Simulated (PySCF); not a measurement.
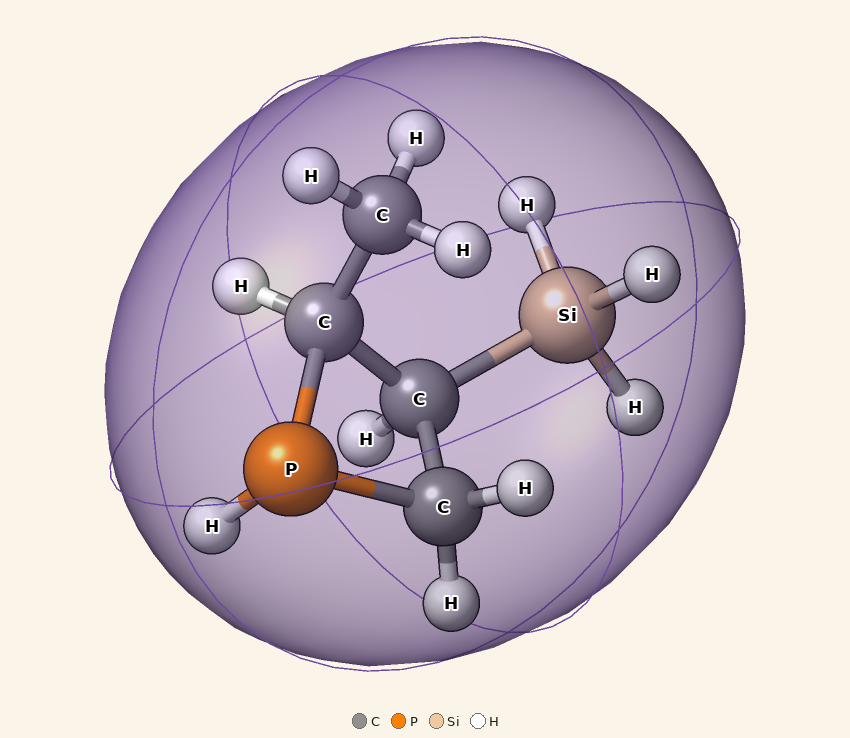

The ellipsoid shows the static dipole polarisability: its half-axes are proportional to the principal values. Computed geometry: GFN2-xTB optimisation. No frequency run is at hand to confirm it as a minimum. Level of theory: CAM-B3LYP/def2-SVPD (PySCF 2.14.0).

Give the principal values, the mean and the anisotropy.

Answer. Principal values 83.5, 94.4, 114.9 bohr³; mean 97.6 bohr³ (14.46 Å³); anisotropy 27.7 bohr³, so the longest axis is 1.38 times the shortest.

The geometry is semi-empirical. Around P, Si such bond lengths and angles can be off by a tenth of an ångström or more and by several degrees, and values that hang on the shape move with them.
